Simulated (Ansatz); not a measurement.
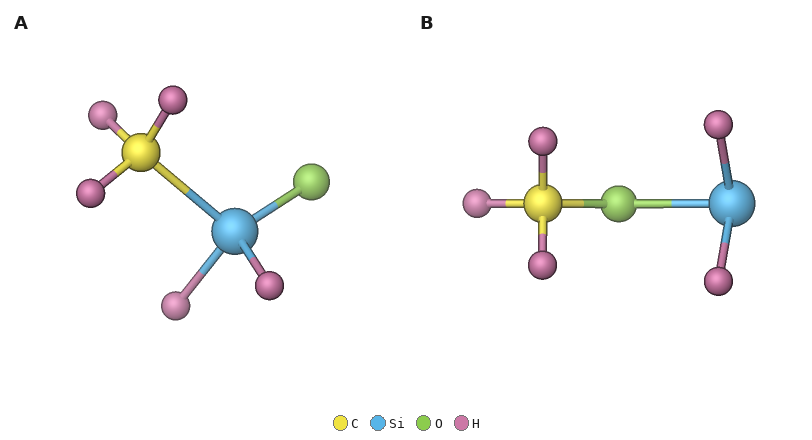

2 stationary structures of one formula. Charge −1, singlet. Geometries: PBE0-D4/def2-TZVPD. Electronic energies: RHF-CCSD(T) (frozen core)/def2-TZVPPD (Ansatz 0.2.0), without zero-point energy. No frequency run is at hand to confirm each as a minimum. Each is one conformer, not always the lowest.

### Which structure is the most stable?

A is lowest (Cs); B lies 40.6 kcal/mol above it (Cs).

Give E(B) − E(A) in kcal/mol at these levels too: PBE0-D4/def2-TZVPPD; PBE0-D4/def2-TZVPD; ωB97M-V/def2-TZVPPD; PBE-D4/def2-TZVPPD; B3LYP-D4/def2-TZVPPD; RHF-CCSD(T) (frozen core)/def2-TZVPPD; r2SCAN-D4/def2-TZVPPD.

```tsv
level	E(B) − E(A) (kcal/mol)
PBE0-D4/def2-TZVPPD	+38.3
PBE0-D4/def2-TZVPD	+38.2
ωB97M-V/def2-TZVPPD	+39.4
PBE-D4/def2-TZVPPD	+38.2
B3LYP-D4/def2-TZVPPD	+39.3
RHF-CCSD(T) (frozen core)/def2-TZVPPD	+40.6
r2SCAN-D4/def2-TZVPPD	+41.8
```
